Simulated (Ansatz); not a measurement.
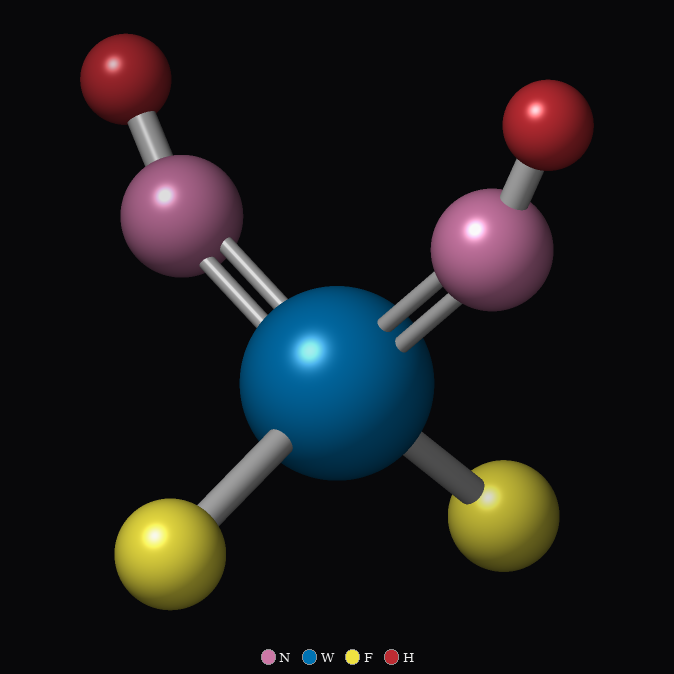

A ball-and-stick model of a molecule.

Charge 0, singlet.

What is the molecular formula?

F2H2N2W, 7 atoms: 2 fluorine, 2 hydrogen, 2 nitrogen and 1 tungsten.

What is the point group of this geometry?

C2v.

How many atoms are distinct by symmetry?

4: 2 N, 1 W, 2 F, 2 H.

Count the bonded pairs by element.

2 N–W, 2 F–W, 2 N–H.

More results for the same structure follow; atom numbers are the same in all pictures, views and colours differ. The computed structure is the end point of a PBE0-D4/def2-TZVP optimisation.

### Levels of theory compared

Program: Ansatz 0.2.0.

At this fixed geometry, give HOMO–LUMO gap (eV) at these levels: B3LYP-D4/def2-TZVPP; B97M-V/def2-TZVPP; BHLYP-D4/def2-TZVPP; HSE06-D4/def2-TZVPP; PBE0-D4/def2-SVP; SPW92 (LDA)/def2-TZVPP; r2SCAN-D4/def2-TZVPP; revPBE-D4/def2-TZVPP; ωB97M-V/def2-QZVPP; ωB97M-V/def2-TZVPP.

```json
{"level": "B3LYP-D4/def2-TZVPP", "HOMO–LUMO gap (eV)": "6.23"}
{"level": "B97M-V/def2-TZVPP", "HOMO–LUMO gap (eV)": "5.01"}
{"level": "BHLYP-D4/def2-TZVPP", "HOMO–LUMO gap (eV)": "8.91"}
{"level": "HSE06-D4/def2-TZVPP", "HOMO–LUMO gap (eV)": "5.95"}
{"level": "PBE0-D4/def2-SVP", "HOMO–LUMO gap (eV)": "6.75"}
{"level": "SPW92 (LDA)/def2-TZVPP", "HOMO–LUMO gap (eV)": "4.47"}
{"level": "r2SCAN-D4/def2-TZVPP", "HOMO–LUMO gap (eV)": "4.95"}
{"level": "revPBE-D4/def2-TZVPP", "HOMO–LUMO gap (eV)": "4.57"}
{"level": "ωB97M-V/def2-QZVPP", "HOMO–LUMO gap (eV)": "11.02"}
{"level": "ωB97M-V/def2-TZVPP", "HOMO–LUMO gap (eV)": "11.10"}
```

### Dipole moment

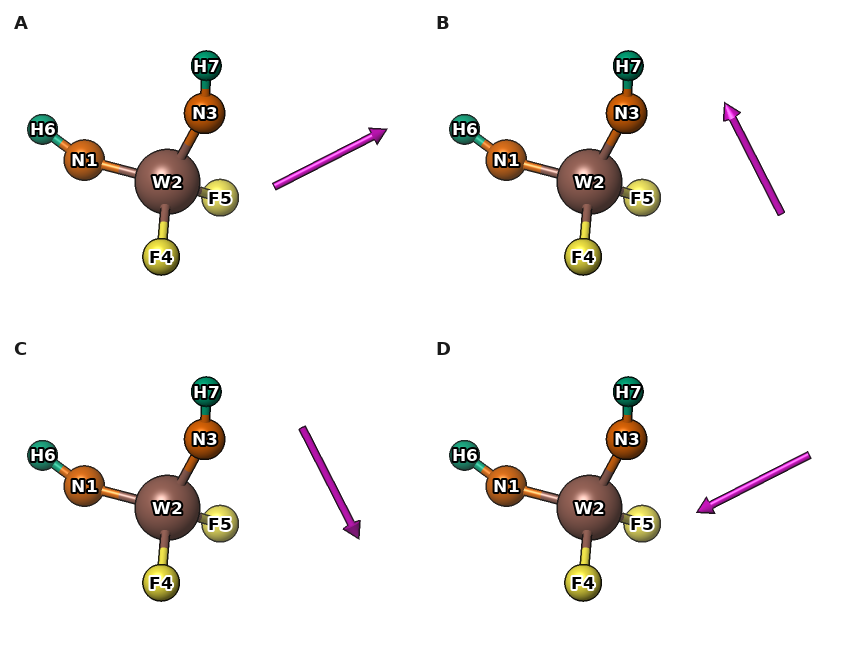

The same molecule four times, each with an arrow. Properties computed with RKS r2SCAN-D4/def2-TZVPP, core potentials on W (Ansatz 0.2.0).

Which arrow points along the dipole moment, from the negative to the positive end?

B. The dipole moment is 2.21 D; it points from the side of F4, F5 to the side of H6, H7 (the outermost atoms at the two ends).

### Thermal motion

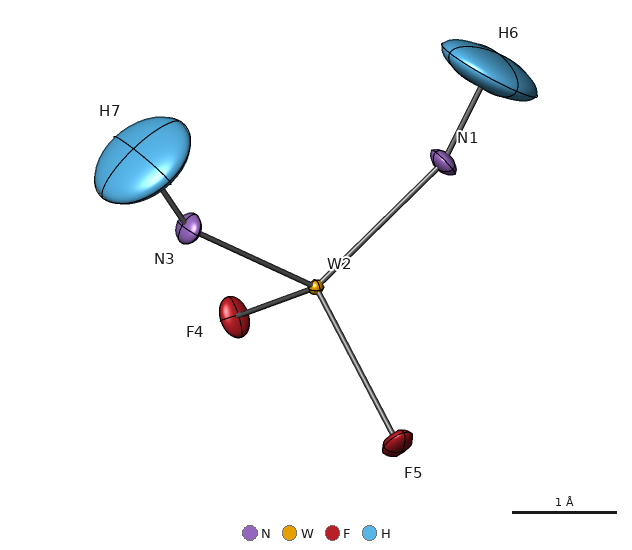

Displacement ellipsoids at the 50 % level, enlarged 1.5 times, from the internal vibrations of the free molecule (harmonic, no overall translation or rotation; no half-axis is drawn under 0.075 Å). Vibrations computed with RKS PBE0-D4/def2-TZVP, core potentials on W (Ansatz 0.2.0). Temperature: 400 K.

Which atom has the largest mean-square displacement?

H6, H7, with U_eq = 0.0361 Å².

Does H7 move more along its bond or across it?

Across it: the root-mean-square amplitude is 0.079 Å along the bond and up to 0.229 Å across, since bending and torsion are softer than stretching.

List U_eq and the three principal root-mean-square amplitudes for each kind of atom.

| atom | U_eq (Å²) | rms amplitudes (Å) |
| --- | --- | --- |
| N1, N3 | 0.0039 | 0.037, 0.066, 0.076 |
| W2 | 0.00017 | 0.011, 0.013, 0.014 |
| F4, F5 | 0.0046 | 0.041, 0.065, 0.089 |
| H6, H7 | 0.0361 | 0.079, 0.224, 0.228 |
